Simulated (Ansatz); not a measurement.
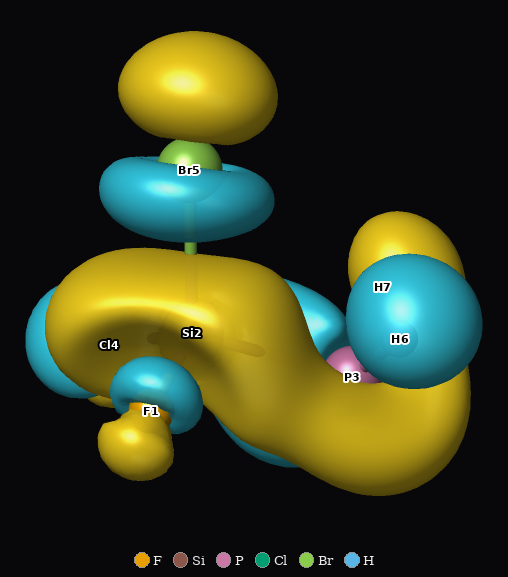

*BrClFH₂PSi. The LUMO at ±0.08 Å⁻³ᐟ² (yellow and cyan are the two phases), seen from one side.*

Not at a stationary point (largest force 1.7 eV/Å).

Level of theory: SCF r2SCAN, Gaussian basis (Ansatz 0.2.0).

The calculation's input:

```
crystal:
  periodic: [false, false, false]
  atoms:
    - { symbol: F, position_ang: [-1.8661, -0.407, 0.9021] }
    - { symbol: Si, position_ang: [-0.766, -0.1427, -0.1989] }
    - { symbol: P, position_ang: [1.1653, -0.616, 0.6892] }
    - { symbol: Cl, position_ang: [-1.0129, -1.3406, -1.8148] }
    - { symbol: Br, position_ang: [-0.7482, 1.9646, -0.8607] }
    - { symbol: H, position_ang: [1.2682, 0.5246, 1.5526] }
    - { symbol: H, position_ang: [2.0211, -0.051, -0.3152] }
basis:
  gaussian:
    orbitals: def2-SVP
hamiltonian:
  xc: r2scan
output:
  orbitals: {}
  forces: true
```

Launched as:

```sh
python brclfh2psi.py
```

What is the character of this orbital?

Answer. Its weight (Hirshfeld) is mainly on Si2 (about 30 %), P3 (about 25 %), Br5 (about 20 %), F1 (about 10 %), H6 (about 10 %) and Cl4 (about 5 %). Its energy is −0.84 eV.
